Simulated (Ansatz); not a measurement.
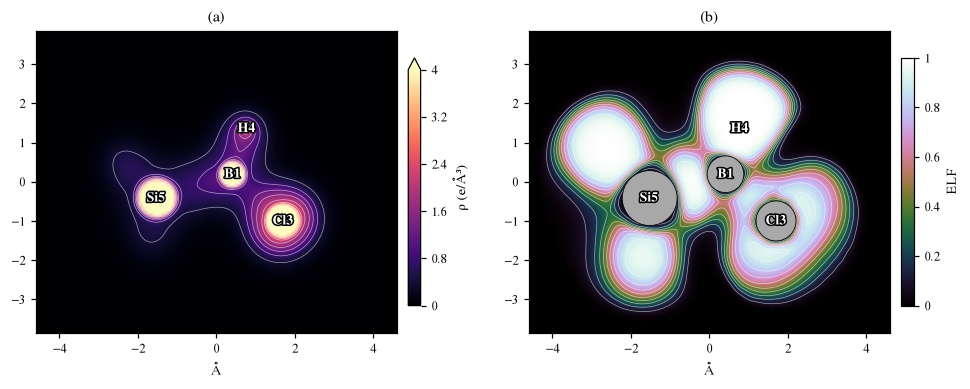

*BClH4Si···H2. (a) total electron density; (b) ELF on the plane of atoms H4, B1 and Si5. Grey discs cover the atomic cores in the ELF map.*

All numbers below come from RKS PBE-D4/def2-SVP (Ansatz).

```yaml
atoms:
  - { symbol: B, position_ang: [0.2503, 0.5713, -0.4167] }
  - { symbol: H, position_ang: [-0.5016, -0.5847, 2.1725] }
  - { symbol: Cl, position_ang: [1.6361, -0.3707, -0.9407] }
  - { symbol: H, position_ang: [-0.8418, 0.0888, -0.6472] }
  - { symbol: Si, position_ang: [0.5339, 2.3872, 0.4356] }
  - { symbol: H, position_ang: [1.7697, 2.4137, 1.2971] }
  - { symbol: H, position_ang: [0.7279, 3.3964, -0.6723] }
  - { symbol: H, position_ang: [-0.6471, 2.8332, 1.2571] }
  - { symbol: H, position_ang: [0.0802, -0.2113, 2.5096] }
```

### Read the bonding off the picture.

The plane passes through B, Cl, H and Si nuclei.
B–Cl (1.76 Å): ρ is about 1.3 e/Å³ halfway; the ELF peaks at about 0.90 between the atoms (a polar covalent bond).
Si–B (2.03 Å): ρ at the midpoint is about 0.78 e/Å³; the ELF peaks at about 1 between the atoms: a covalent bond.
B–H (1.22 Å): ρ is about 1.2 e/Å³ halfway; the ELF climbs to about 1 towards the hydrogen, as it does in any bond to H; an ordinary covalent bond to hydrogen.
The ELF also peaks beside Cl3, away from the bonds: lone-pair regions.
